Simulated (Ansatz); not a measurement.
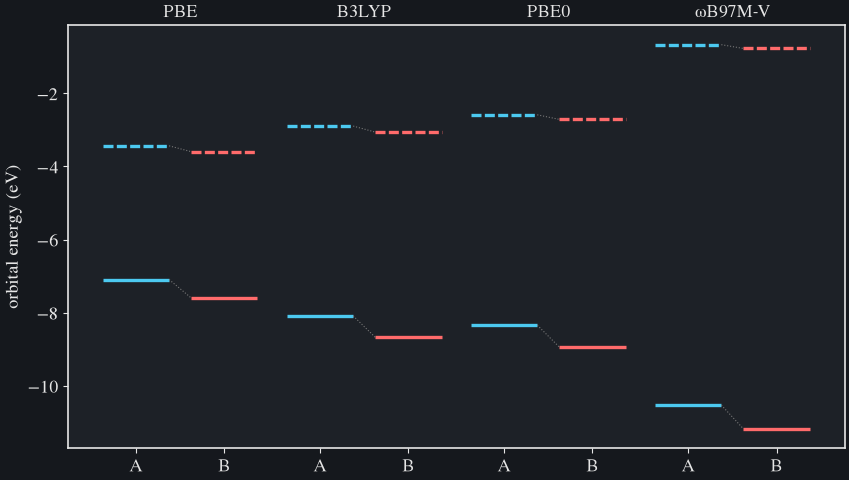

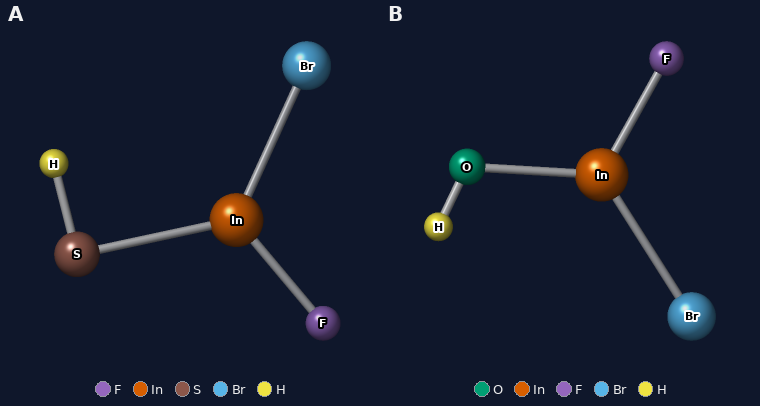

One change: A, InHSBrF (SMILES [F][In]([SH])[Br]), becomes B, InHOBrF (SMILES [OH][In]([F])[Br]). SH on In is replaced by OH. HOMO (solid) and LUMO (dashed) computed in def2-TZVPP at PBE0-D4/def2-TZVP geometries, both minima by their frequencies, gas phase, the Ansatz code.

Question: What does the change do to HOMO and LUMO?

Answer: PBE: the HOMO falls by 0.50 eV, the LUMO falls by 0.16 eV, and the separation goes from 3.66 to 4.00 eV. B3LYP: the HOMO falls by 0.59 eV, the LUMO falls by 0.17 eV, and the separation goes from 5.19 to 5.61 eV. PBE0: the HOMO falls by 0.60 eV, the LUMO falls by 0.13 eV, and the separation goes from 5.75 to 6.23 eV. ωB97M-V: the HOMO falls by 0.65 eV, the LUMO falls by 0.10 eV, and the separation goes from 9.86 to 10.40 eV.

Question: Do the functionals agree on the effect?

Answer: They agree on the direction for both levels; the HOMO shift lies between −0.65 and −0.50 eV and the LUMO shift between −0.17 and −0.10 eV, while the separations themselves differ by up to 6.4 eV between functionals.

Note: core potentials past krypton; spin-orbit coupling is left out, and with In it can shift these values.
